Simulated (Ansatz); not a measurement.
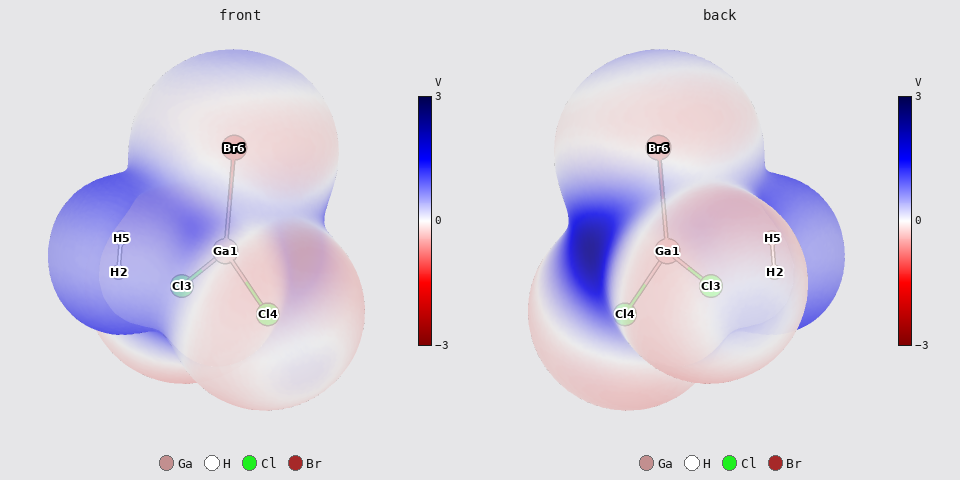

Figure. BrCl$_{2}$Ga···H$_{2}$. The electrostatic potential painted on the density surface at 0.001 e/bohr³, seen from the front and from behind; red is negative and blue positive.

The product side of a reaction path; geometry: PBE0-D4/def2-TZVP; a saddle point, not a minimum.

Computed with RKS PBE0-D4/def2-TZVPP (Ansatz 0.2.0).

The calculation's input:

```
crystal:
  periodic: [false, false, false]
  atoms:
    - {symbol: Ga, position_ang: [-0.503275, -0.657654, 0.193041]}
    - {symbol: H, position_ang: [0.925063, 1.366944, -0.820535]}
    - {symbol: Cl, position_ang: [0.475124, -1.921597, -1.196037]}
    - {symbol: Cl, position_ang: [-2.242431, 0.388407, -0.411481]}
    - {symbol: H, position_ang: [1.159088, 1.400371, -0.108405]}
    - {symbol: Br, position_ang: [0.186431, -0.576571, 2.343316]}
basis:
  gaussian: {orbitals: def2-TZVPP}
hamiltonian: {xc: pbe0, dispersion: d4}
output: {orbitals: {seedname: orbitals}}
```

Run with:

```sh
ansatz run in.yaml --threads 8 --pin off --events-out ev --progress --plain --max-ram 19148MiB
```

> Which sites attract a positive test charge, and which a negative one?

A positive charge is drawn to the negative regions and a negative charge to the positive ones. The most negative region (about −0.3 V) lies over Cl3 and Cl4, the most positive (about +2.2 V) over Ga1. Br6 shows a σ-hole: about +0.4 V at the tip opposite its bond, against about 0.0 V on its flanks.
